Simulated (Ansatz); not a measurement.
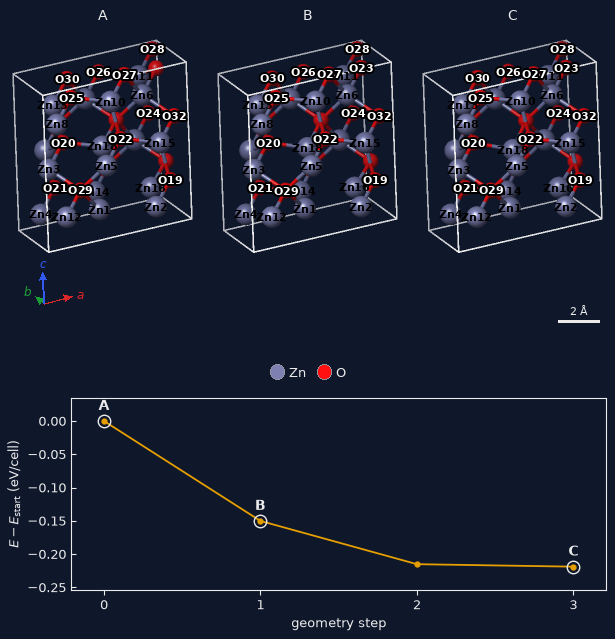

Frames of a relaxation of a defect cell of composition Zn18O17, marked on the history of the run. The picture is a ball-and-stick view of the cell of the calculation, reduced to other axes (origin shifted), seen slightly off an axis. Lengths and directions refer to the drawn axes.

Case: O vacancy (site b), charge +0, atoms relaxed at the host's cell.

The calculation used DFT PBE, scalar-relativistic, plane waves, PAW in Ansatz 0.2.0. Set-up: plane-wave cutoff 420 eV; k-point mesh 2 × 2 × 2; occupations gaussian; smearing width 0.01 eV; mesh shifted by (0.5, 0.5, 0.5); no spin polarisation; atoms relaxed in a fixed cell; force threshold 0.025 eV/Å; at most 45 steps.

Describe the path.

A Zn atom moves most: 0.18 Å roughly along [1 1 −3]. By element the largest moves are Zn 0.18 Å, O 0.06 Å. The lattice vectors keep their values. Near-neighbour distances that change, for instance: O–Zn 1.931 → 2.027 Å, O–Zn 2.101 → 2.029 Å, O–Zn 1.989 → 2.026 Å, O–Zn 2.058 → 2.027 Å. Bond angles that change, for instance: O–Zn–O 109.1° → 104.1°, Zn–O–Zn 109.8° → 114.8°, O–Zn–O 110.5° → 105.7°. After 3 geometry steps the energy has fallen by 0.219 eV per cell of the calculation. Largest force component: 0.99 eV/Å at the start, 0.0076 eV/Å at the end. The run took 100 s on 4 threads of Arm Neoverse V1 (shared host), peak memory 1.8 GiB. From step 0 to 1: a Zn atom moves most (0.08 Å), energy −0.150 eV per cell of the calculation. From step 1 to 3: a Zn atom moves most (0.10 Å), energy −68.7 meV per cell of the calculation.

Limits of the set-up: the periodic images lie only 7.8 Å apart, so the values are limited by the cell's size.
